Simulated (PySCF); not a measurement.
SMILES [F][Ge]([F])([F])[SH] at its PBE0/def2-SVP optimised geometry (Å):

```
6

F     -0.4836    -1.9528    -1.3531
Ge    -0.0536    -0.9955     0.0000
F     -0.5640    -1.8520     1.3956
F      1.6579    -0.9955     0.0000
S     -0.9261     0.9955     0.0000
H     -1.6579     0.6759     1.0927
```

Method: PBE0/def2-TZVP run with PySCF.

Map of the electrostatic potential (hartree/e), clipped to [-0.08, 0.12] on the plane z = 0.8 Å:

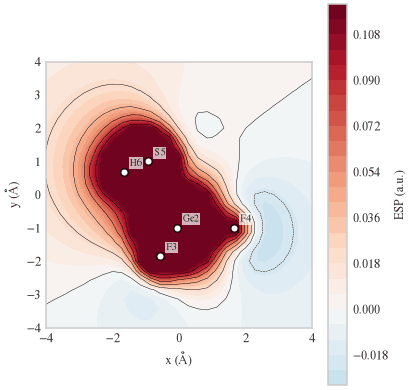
Electrostatic potential (hartree/e), clipped to [-0.08, 0.12] on the plane z = 0.8 Å.
